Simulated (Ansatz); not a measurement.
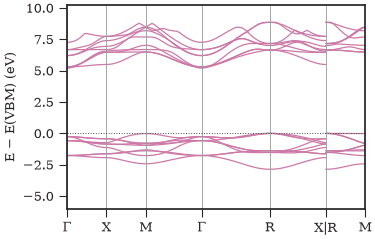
Figure: Band structure from r²SCAN in the plane-wave PAW code Ansatz

Task: Read off the gap and where the band edges lie.

Result: About 5.2 eV (5.20 eV by a search for the band edges); maximum at R, minimum at Γ.

The material is CsCaBr$_{3}$ (cubic perovskite, Pm-3m).

The workflow started from a Materials Project entry (that database holds measured and hypothetical structures alike); the Crystallography Open Database copy checked does not list it. Its standing as an ambient phase is unchecked. The cell was relaxed with r²SCAN under the symmetry of its start; phonons on a q-mesh show weakly imaginary modes. Spin–orbit coupling is left out wherever it is not named.

Potentials: the later of the program's two PAW sets.
